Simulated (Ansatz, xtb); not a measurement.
Pulling on the Se2–H6 bond in H4SeSi (SMILES [SiH3][SeH]) (multiplicity 1 held, fragments rigid). Energies count from the point at 1.472 Å.
Geometry at that point (charge 0, multiplicity 1):
```xyz
6

Si    -1.411    -0.560     0.051
Se     0.706     0.323    -0.028
H     -1.634    -1.318     1.301
H     -2.308     0.614     0.002
H     -1.670    -1.446    -1.105
H      1.355    -0.997     0.033
```

Restricted levels (R-, RO-) in cc, def2 and unpolarised 6-31G sets keep to the state of the molecule at rest. U- levels take the lowest unrestricted solution at each point, which mixes spins at long bonds. Active spaces are followed from a long bond inwards. Left out are points that failed, MP2 points that dive below the minimum, coupled-cluster points behind a jump of the amplitudes or a sharp parting from full CI or MRCI, small-basis points behind a change of solution, and semi-empirical points at long bonds. Curves can end on different states.

Correlated levels freeze the cores. Filled d and f shells under p-block atoms count as core.

Codes used: Ansatz (Gaussian basis) for Hartree–Fock, density functionals and correlated methods; xtb for the GFN methods.  The GFN methods have no spin term and hold the electronic entropy of 300 K.

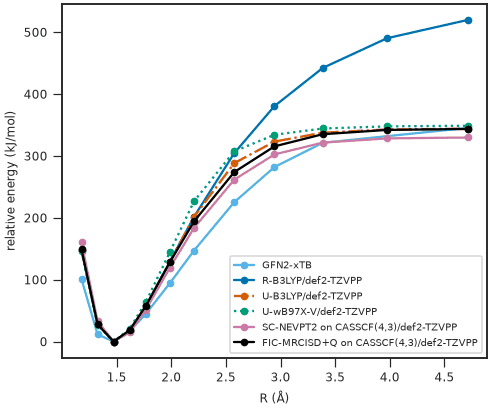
*Relative energy along the coordinate*

Problem. Read off the GFN2-xTB curve at R = 1.178.

Solution. about 100 kJ/mol

Doubts at one or more of the structures used: a restricted determinant that unrestricted orbitals would lower (R-B3LYP/def2-TZVPP); a spin-contaminated determinant (U-B3LYP/def2-TZVPP, U-wB97X-V/def2-TZVPP); active orbitals that take no part (SC-NEVPT2 on CASSCF(4,3)/def2-TZVPP, FIC-MRCISD+Q on CASSCF(4,3)/def2-TZVPP).

Ansatz is a program for electronic structure.
